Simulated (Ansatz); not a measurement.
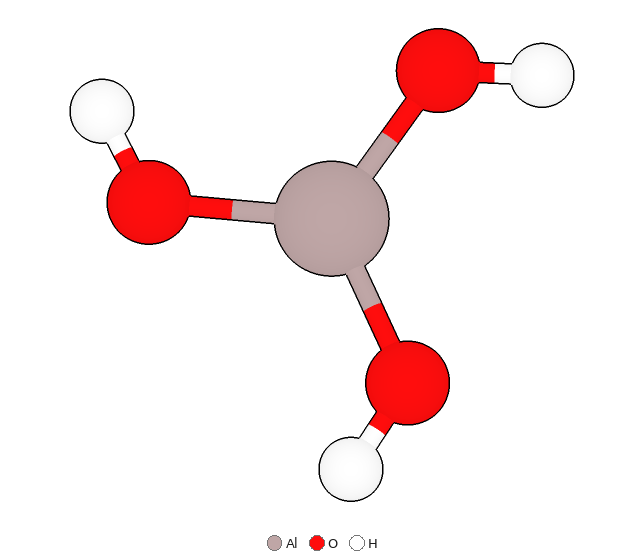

A ball-and-stick model of a molecule.

The computed structure is the end point of a PBE0-D4/def2-TZVP optimisation.

Identify the structure.

It has 7 atoms: 1 aluminium, 3 hydrogen and 3 oxygen (AlH3O3). The point group is C3h. All atoms lie on one plane. Coordination: 1 Al trigonal planar; 3 O bent.

More results for the same structure follow; atom numbers are the same in all pictures, views and colours differ.

**Shape**

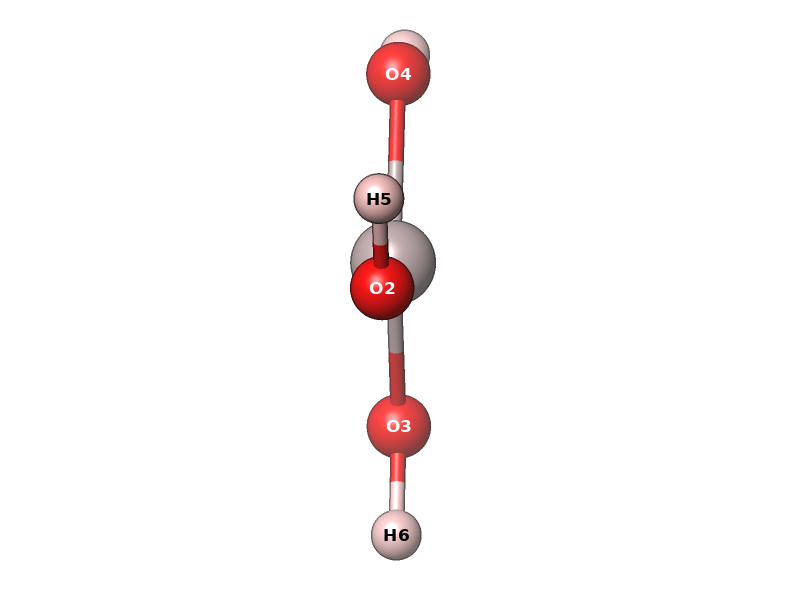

Al1 lies behind O2. The molecule seen nearly along the O2–Al1 bond, O2 in front. Distant atoms are faded towards the background colour.

**What is the torsion angle H5–O2–Al1–O3? The sign is positive where the front bond must turn clockwise to cover the back bond.**

180°, antiperiplanar (anti).

**Vibrations**

Harmonic vibrations computed with RKS PBE0-D4/def2-TZVP (Ansatz 0.2.0) at a stationary point of the same level.

**List the wavenumbers.**

15 modes: 223, 223, 284, 325, 354, 354, 636, 651, 651, 712, 945, 945, 3964, 3964, 3965 cm⁻¹.

**Electronic properties**

Method: RKS PBE0-D4/def2-TZVP (Ansatz 0.2.0).

**Give the dispersion correction at this level.**

−8.2 kJ/mol.

**Charges**

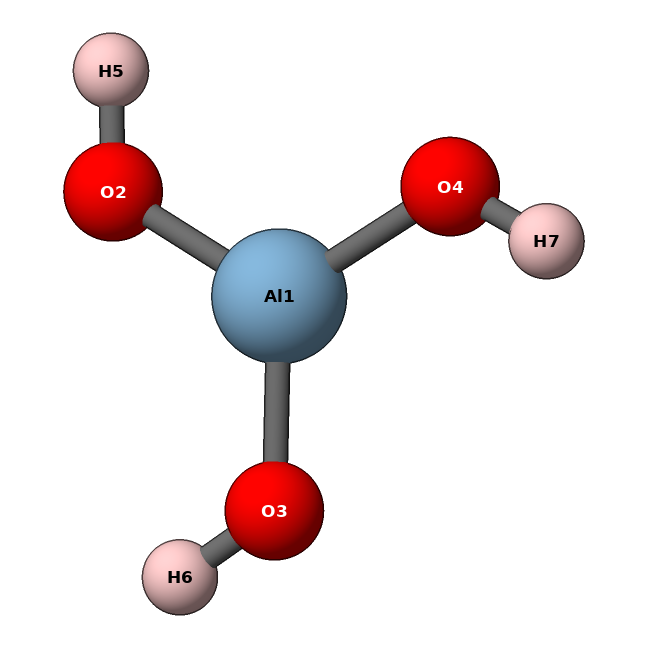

The questions are on Mulliken charges. Properties computed with RKS PBE0-D4/def2-TZVP (Ansatz 0.2.0).

List the Mulliken charges.

```tsv
atom	value (e)
Al1	0.71
O2	−0.56
O3	−0.56
O4	−0.56
H5	0.32
H6	0.32
H7	0.32
```

Mulliken values depend strongly on the basis set and can even reverse the polarity of a bond.
